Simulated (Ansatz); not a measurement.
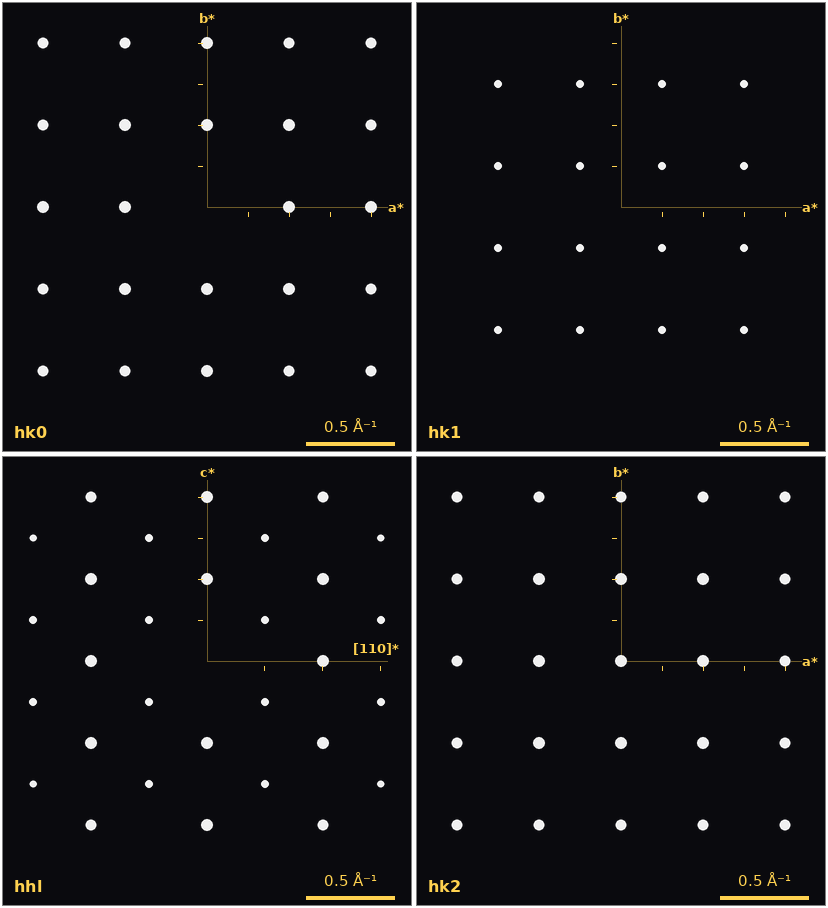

Four undistorted layers of reciprocal space, calculated for a single crystal (neutrons, kinematic |F|², B = 0.5 Å²). Tick marks count the reciprocal lattice steps of the conventional cell along each axis.

The compound is SiN. Structure: coordinates from a relaxation with Ansatz 0.2.0, DFT PBE, scalar-relativistic, plane waves, PAW; the starting structure was generated, so it need not be a known form of this composition.

Read the reciprocal cell and give the direct cell.

Answer. a* = 0.235, b* = 0.235, c* = 0.235 Å⁻¹; the cell is cubic with a = 4.26 Å.

Which reflection conditions do the layers show?

Answer. Reflections are present only under these conditions. hkl: h + k = 2n, h + l = 2n; hk0: h = 2n, k = 2n; hhl: h + l = 2n; h00: h = 2n. The lattice is face-centred (F).

Which space groups fit?

Answer. The intensities have Laue symmetry m-3m (the hk0 layer shows 4mm, hk1 shows 4mm). With these conditions the candidates are F432 (No. 209), F-43m (No. 216), Fm-3m (No. 225). Diffraction geometry alone does not choose among them; the structure has Fm-3m.
